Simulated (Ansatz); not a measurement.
**UCAM-B3LYP/cc-pVDZ run of SiHCl2O2 (SMILES [O][Si](O)(Cl)Cl)**

What is the electronic atomisation energy of SiHCl2O2 at UCAM-B3LYP/cc-pVDZ? 

The results are computed with Ansatz 0.2.0.

58 further runs of the same task are left out: 7 that didn't finish, 51 set aside as unsound or not needed. Runs told in other sessions of the task aren't counted.

### 1 The molecule

SiHCl2O2: 6 atoms, total charge 0, spin state doublet. As SMILES, `[O][Si](O)(Cl)Cl`. The shape is that of a PBE0-D4/def2-TZVP optimisation. This is one conformer, not always the lowest.

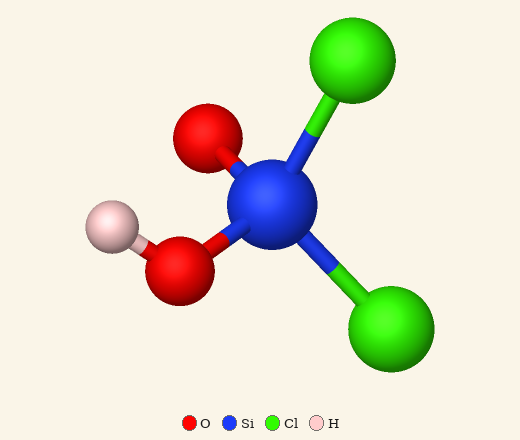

The structure, seen from a chosen angle (oxygen red, silicon blue, chlorine green, hydrogen pink).

### 2 The energy at UCAM-B3LYP/cc-pVDZ

input.yaml reads:

```yaml
crystal:
  periodic: [false, false, false]
  atoms:
    - symbol: O
      position_ang: [-1.226100, 0.180900, 1.211600]
    - symbol: Si
      position_ang: [-0.270900, 0.041200, -0.123700]
    - symbol: O
      position_ang: [1.051900, -0.855800, 0.114900]
    - symbol: Cl
      position_ang: [-1.218400, -0.789200, -1.696000]
    - symbol: Cl
      position_ang: [0.111400, 2.012000, -0.434200]
    - symbol: H
      position_ang: [1.594100, -0.653200, 0.881200]
basis:
  gaussian: {orbitals: cc-pVDZ}
magnetization: {spin_polarized: true, initial_magnetization: 1}
hamiltonian: {xc: {name: CAM-B3LYP}}
accuracy: high
output: {orbitals: {seedname: orbitals}}
```

Run with:

```bash
$ ansatz run input.yaml --threads 1 --pin off --max-ram 3480MiB --events-out events.jsonl --progress --plain --runs-dir runs
```

The program printed:

```text
Warning: RAYON_NUM_THREADS=1 ignored (pool sized by the plan → 1); use --threads N
Functional definition: CAM-B3LYP
  name "CAM-B3LYP"
  parameter alpha = 0.19
  parameter beta = 0.46
  parameter omega = 0.33/bohr
  parameter ac = 0.81
  exchange = (1 - alpha - beta)*b88_x + beta*b88_x_sr(omega) + alpha*exact_x + beta*exact_x_lr(omega)
  correlation = (1 - ac)*vwn5_c + ac*lyp_c
1913 factors; integrals over basis functions are off by at most 3.6e-9 eV
389 factors; integrals over basis functions are off by at most 1.7e-9 eV
mean field evaluation 1: about -37022.8708 eV, gradient 5.2e1 eV
mean field evaluation 2: about -36988.7856 eV, gradient 1.0e2 eV
mean field evaluation 4: about -37034.7017 eV, gradient 1.3e1 eV
mean field evaluation 8: about -37035.6664 eV, gradient 7.2e-1 eV
mean field evaluation 16: about -37035.6752 eV, gradient 6.8e-2 eV
mean field evaluation 32: about -37035.6790 eV, gradient 1.0e-4 eV
mean field -37035.67895278 eV, -1361.0360978300 hartree, gradient 9.0e-8 eV, S^2 0.753018; 2 other end points of the search recorded, 0 dependent functions left out
reference -37035.67897105 eV, -1361.0360985014 hartree; 33, 32 occupied and 54, 55 virtual orbitals, 1913 factors
Total energy: -37035.67897105 eV, -1361.0360985014 hartree
```

It took 30 s on 1 thread of Arm Neoverse V2, shared host; peak memory 0.58 GiB.

### 3 The Cl atom at the same level

run.yaml reads:

```yaml
crystal:
  periodic: [false, false, false]
  atoms:
    - {symbol: Cl, position_ang: [0.000000, 0.000000, 0.000000]}
basis:
  gaussian:
    orbitals: cc-pVDZ
magnetization:
  spin_polarized: true
  initial_magnetization: 1
hamiltonian:
  xc: {name: CAM-B3LYP}
accuracy: high
```

Run the same way, it converges to -460.15734 Eh (log not shown).

### 4 The H atom

in.yaml reads:

```yaml
crystal:
  periodic: [false, false, false]
  atoms:
    - {symbol: H, position_ang: [0.000000, 0.000000, 0.000000]}
basis:
  gaussian:
    orbitals: cc-pVDZ
total_charge: 0
hamiltonian:
  xc: {name: CAM-B3LYP}
accuracy: high
magnetization:
  spin_polarized: true
  initial_magnetization: 1
```

Run the same way, it converges to -0.49789 Eh (log not shown).

### 5 The O atom

in.yaml reads:

```yaml
crystal:
  periodic: [false, false, false]
  atoms:
    - symbol: O
      position_ang: [0.000000, 0.000000, 0.000000]
basis:
  gaussian:
    orbitals: cc-pVDZ
accuracy: high
hamiltonian:
  xc: {name: CAM-B3LYP}
magnetization:
  spin_polarized: true
  initial_magnetization: 2
```

Run with:

```bash
$ ansatz run in.yaml --threads 1 --pin off --max-ram 3480MiB --events-out events.jsonl --progress --plain --runs-dir runs
```

The program printed, shortened:

```text
Warning: RAYON_NUM_THREADS=1 ignored (pool sized by the plan → 1); use --threads N
[... 8 set-up lines as earlier in the session ...]
96 factors; integrals over basis functions are off by at most 1.3e-9 eV
51 factors; integrals over basis functions are off by at most 1.8e-9 eV
mean field evaluation 1: about -2041.9969 eV, gradient 4.9e0 eV
mean field evaluation 2: about -2042.0635 eV, gradient 1.8e0 eV
mean field evaluation 4: about -2042.0758 eV, gradient 3.0e-2 eV
mean field evaluation 8: about -2042.0757 eV, gradient 3.7e-4 eV
mean field -2042.07573631 eV, -75.0448991408 hartree, gradient 6.0e-9 eV, S^2 2.001861; 0 other end points of the search recorded, 0 dependent functions left out
reference -2042.07574195 eV, -75.0448993478 hartree; 5, 3 occupied and 9, 11 virtual orbitals, 96 factors
Total energy: -2042.07574195 eV, -75.0448993478 hartree
```

Wall time 0.32 s (1 thread of Arm Neoverse V2, shared host).

### 6 The Si atom

job.yaml reads:

```yaml
crystal:
  periodic: [false, false, false]
  atoms:
    - {symbol: Si, position_ang: [0.000000, 0.000000, 0.000000]}
basis:
  gaussian:
    orbitals: cc-pVDZ
magnetization:
  spin_polarized: true
  initial_magnetization: 2
hamiltonian:
  xc: {name: CAM-B3LYP}
accuracy: high
```

Run the same way, it converges to -289.37332 Eh (log not shown).

### 7 Summary of results

At UCAM-B3LYP/cc-pVDZ:

```
                                    quantity           value
                      molecule: total energy  -1361.03610 Eh
molecule: HOMO energy (highest over α and β)       -10.62 eV
 molecule: LUMO energy (lowest over α and β)        -3.94 eV
                              molecule: ⟨S²⟩           0.753
                       Cl atom: total energy   -460.15734 Eh
                               Cl atom: ⟨S²⟩           0.752
                        H atom: total energy     -0.49789 Eh
                                H atom: ⟨S²⟩           0.750
                        O atom: total energy    -75.04490 Eh
                                O atom: ⟨S²⟩           2.002
                       Si atom: total energy   -289.37332 Eh
                               Si atom: ⟨S²⟩           2.004
               electronic atomisation energy       20.692 eV
```

Taking the molecule apart into free atoms costs 20.69 eV (1996 kJ/mol), before zero-point energy and without spin-orbit coupling.
